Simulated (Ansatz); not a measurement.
# quartet GaHF at 6 levels

Wanted: a comparison of 6 runs (U-revPBE/STO-3G, UB3LYP/STO-3G, UBHLYP/STO-3G, UPBE0/STO-3G, USVWN5/STO-3G, UCCSD(T)/STO-3G) of quartet GaHF. 

Program for the calculation: Ansatz 0.2.0.

129 further runs of the same task are left out: 80 that didn't finish, 49 set aside as unsound or not needed.

**1. The molecule**

The species is GaHF (3 atoms), meant as a quartet with charge 0. SMILES of the parent species: `[F][GaH]`. Geometry: relaxed at PBE0-D4/def2-TZVP. That shape belongs to the parent species and isn't relaxed for this state.

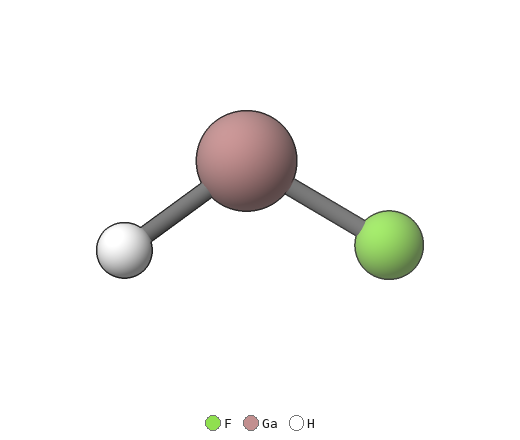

Viewed from a chosen angle; fluorine green, gallium pink, hydrogen white.

**2. The energy at U-revPBE/STO-3G (run 1)**

run.yaml reads:

```yaml
crystal:
  periodic: [false, false, false]
  atoms:
    - {symbol: F, position_ang: [-1.252000, 0.451400, -0.644800]}
    - {symbol: Ga, position_ang: [0.292400, 0.469800, 0.214100]}
    - {symbol: H, position_ang: [0.948600, -0.985900, 0.417400]}
basis:
  gaussian:
    orbitals: STO-3G
magnetization:
  spin_polarized: true
  initial_magnetization: 3
hamiltonian:
  xc: {name: revPBE}
accuracy: high
```

Launch:

```console
$ ansatz run run.yaml --threads 1 --pin off --max-ram 2610MiB --events-out events.jsonl --progress --plain --runs-dir runs
```

Output:

```text
Warning: RAYON_NUM_THREADS=1 ignored (pool sized by the plan → 1); use --threads N
Functional definition: revPBE
  name "revPBE"
  parameter kappa = 1.245
  parameter beta = 0.06672455060314922
  exchange = pbe_x(kappa = kappa, mu = beta*pi^2/3)
  correlation = pbe_c(beta = beta)
329 factors; integrals over basis functions are off by at most 3.1e-8 eV
mean field evaluation 1: about -53999.8161 eV, gradient 1.1e2 eV
mean field evaluation 2: about -54211.1588 eV, gradient 1.3e2 eV
mean field evaluation 4: about -54396.7432 eV, gradient 7.6e1 eV
mean field evaluation 8: about -54446.5074 eV, gradient 1.8e1 eV
mean field evaluation 16: about -54448.5891 eV, gradient 1.5e-2 eV
mean field evaluation 32: about -54448.7853 eV, gradient 4.0e-8 eV
mean field evaluation 64: about -54448.7852 eV, gradient 8.4e-3 eV
mean field evaluation 96: about -54448.3591 eV, gradient 9.5e-1 eV
mean field evaluation 128: about -54448.6356 eV, gradient 2.6e0 eV
mean field evaluation 160: about -54448.3843 eV, gradient 1.6e0 eV
mean field -54448.78526450 eV, -2000.9559517581 hartree, gradient 3.5e-8 eV, S^2 3.750521; 10 other end points of the search recorded, 0 dependent functions left out
reference -54448.78526665 eV, -2000.9559518373 hartree; 22, 19 occupied and 2, 5 virtual orbitals, 329 factors
Total energy: -54448.78526665 eV, -2000.9559518373 hartree
```

Wall time 17 s (1 thread of Arm Neoverse N1, shared host); peak memory 0.11 GiB.

**3. The energy at UB3LYP/STO-3G (run 2)**

molecule.yaml reads:

```yaml
crystal:
  periodic: [false, false, false]
  atoms:
    - symbol: F
      position_ang: [-1.252000, 0.451400, -0.644800]
    - symbol: Ga
      position_ang: [0.292400, 0.469800, 0.214100]
    - symbol: H
      position_ang: [0.948600, -0.985900, 0.417400]
basis:
  gaussian: {orbitals: STO-3G}
accuracy: high
magnetization: {spin_polarized: true, initial_magnetization: 3}
hamiltonian: {xc: {name: B3LYP}}
```

Launch:

```console
$ ansatz run molecule.yaml --threads 1 --pin off --max-ram 2610MiB --events-out events.jsonl --progress --plain --runs-dir runs
```

Output:

```text
Warning: RAYON_NUM_THREADS=1 ignored (pool sized by the plan → 1); use --threads N
Functional definition: B3LYP
  name "B3LYP"
  parameter a0 = 0.2
  parameter ax = 0.72
  parameter ac = 0.81
  exchange = (1 - a0 - ax)*slater_x + ax*b88_x + a0*exact_x
  correlation = (1 - ac)*vwn_rpa_c + ac*lyp_c
329 factors; integrals over basis functions are off by at most 3.1e-8 eV
mean field evaluation 1: about -54044.3959 eV, gradient 1.7e2 eV
mean field evaluation 2: about -54230.5602 eV, gradient 1.3e2 eV
mean field evaluation 4: about -54394.5360 eV, gradient 8.8e1 eV
mean field evaluation 8: about -54418.1443 eV, gradient 3.6e1 eV
mean field evaluation 16: about -54453.3006 eV, gradient 3.6e-1 eV
mean field evaluation 32: about -54453.2641 eV, gradient 1.2e-7 eV
mean field evaluation 64: about -54453.2238 eV, gradient 2.9e-1 eV
mean field -54453.26411397 eV, -2001.1205464402 hartree, gradient 2.6e-8 eV, S^2 3.751644; 7 other end points of the search recorded, 0 dependent functions left out
reference -54453.26413740 eV, -2001.1205473015 hartree; 22, 19 occupied and 2, 5 virtual orbitals, 329 factors
Total energy: -54453.26413740 eV, -2001.1205473015 hartree
```

It took 19 s on 1 thread of Arm Neoverse N1, shared host; peak memory 0.12 GiB.

Run 3 isn't shown in full; the table further down has it.

**4. A single-point energy at UPBE0/STO-3G (run 4)**

job.yaml reads:

```yaml
crystal:
  periodic: [false, false, false]
  atoms:
    - {symbol: F, position_ang: [-1.252000, 0.451400, -0.644800]}
    - {symbol: Ga, position_ang: [0.292400, 0.469800, 0.214100]}
    - {symbol: H, position_ang: [0.948600, -0.985900, 0.417400]}
basis:
  gaussian: {orbitals: STO-3G}
magnetization: {spin_polarized: true, initial_magnetization: 3}
accuracy: high
hamiltonian: {xc: {name: PBE0}}
```

Launch:

```console
$ ansatz run job.yaml --threads 1 --pin off --max-ram 2610MiB --events-out events.jsonl --progress --plain --runs-dir runs
```

Output (excerpt; [...] marks lines left out):

```text
Warning: RAYON_NUM_THREADS=1 ignored (pool sized by the plan → 1); use --threads N
Functional definition: PBE0
  name "PBE0"
[...]
329 factors; integrals over basis functions are off by at most 3.1e-8 eV
[...]
mean field -54445.93825660 eV, -2000.8513261476 hartree, gradient 1.4e-8 eV, S^2 3.752223; 7 other end points of the search recorded, 0 dependent functions left out
reference -54445.93825790 eV, -2000.8513261955 hartree; 22, 19 occupied and 2, 5 virtual orbitals, 329 factors
Total energy: -54445.93825790 eV, -2000.8513261955 hartree
```

It took 43 s on 1 thread of Arm Neoverse N1, shared host; peak memory 0.12 GiB.

Run 5 isn't shown in full; the table further down has it.

**5. The energy at UCCSD(T)/STO-3G (run 6)**

Changes to run.yaml since step 2:

```diff
@@ -12,4 +12,7 @@
   initial_magnetization: 3
-hamiltonian:
-  xc: {name: revPBE}
+correlation:
+  method: ccsd_t
+  frozen_orbitals: {F: 1, Ga: 9, H: 0}
 accuracy: high
+scf:
+  omitted_lower_state_checks: [cluster_reference, increment]
```

Launch:

```console
$ ansatz run run.yaml --threads 1 --pin off --max-ram 2610MiB --events-out events.jsonl --progress --plain --runs-dir runs
```

Output:

```text
Warning: RAYON_NUM_THREADS=1 ignored (pool sized by the plan → 1); use --threads N
[... 19 lines left out ...]
10 core orbitals not correlated: weight in the atoms' cores, before any rotation towards them, 0.999 or more for the frozen orbitals, at most 0.001 for the correlated occupied ones
[... 98 lines left out ...]
Total energy: -54412.03430670 eV, -1999.6053789696 hartree
Checks for a lower state left out: cluster_reference, increment
```

Run time: 4.8 s. Hardware: 1 thread of Arm Neoverse N1, shared host.

**6. All runs side by side**

```
run            level  frozen core orbitals   energy (Eh)   ⟨S²⟩  wall time
  1  U-revPBE/STO-3G                     –  -2000.955952  3.751       17 s
  2    UB3LYP/STO-3G                     –  -2001.120547  3.752       19 s
  3    UBHLYP/STO-3G                     –  -2001.174705  3.755       46 s
  4     UPBE0/STO-3G                     –  -2000.851326  3.752       43 s
  5    USVWN5/STO-3G                     –  -1997.242276  3.750      6.3 s
  6  UCCSD(T)/STO-3G                    10  -1999.605379  3.758      4.8 s
```

**7. Outcome**

| quantity | value |
| --- | --- |
| run 6: total energy | -1999.60538 Eh |
| run 6: correlation energy (10 core orbitals frozen) | -65.0 mEh |
| run 6: (T) correction | -4.28 mEh |
| run 6: ⟨S²⟩ of the reference determinant | 3.758 |
| run 6: T1 diagnostic | 0.023 |

What this shows: Totals of different functionals can't be ranked against each other. In runs 1, 2, 3, 4, 5, 6 the basis is minimal, so the values are rough. All runs together took 2.3 min, the longest 46 s.
